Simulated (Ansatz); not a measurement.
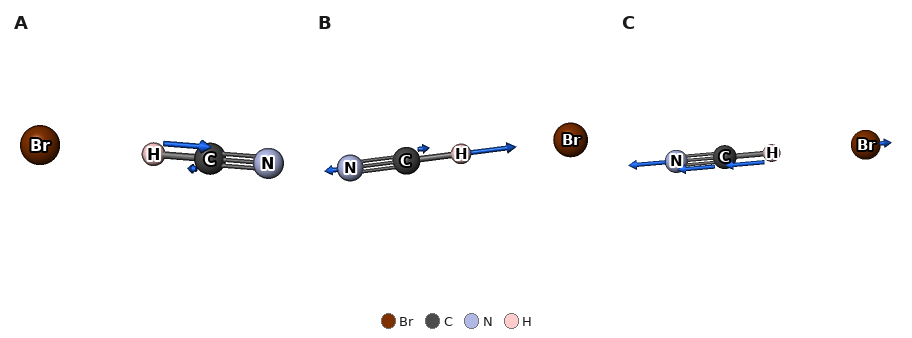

3 normal modes of one molecule or complex, as arrows. Charge −1, singlet. Harmonic vibrations computed with RKS PBE0-D4/def2-TZVP (Ansatz 0.2.0) at a stationary point of the same level.

### Match the panels to the wavenumbers 156 cm⁻¹, 2110 cm⁻¹, 2853 cm⁻¹.

A: 2853 cm⁻¹, C–H stretching
B: 2110 cm⁻¹
C: 156 cm⁻¹, bending of the linear chain
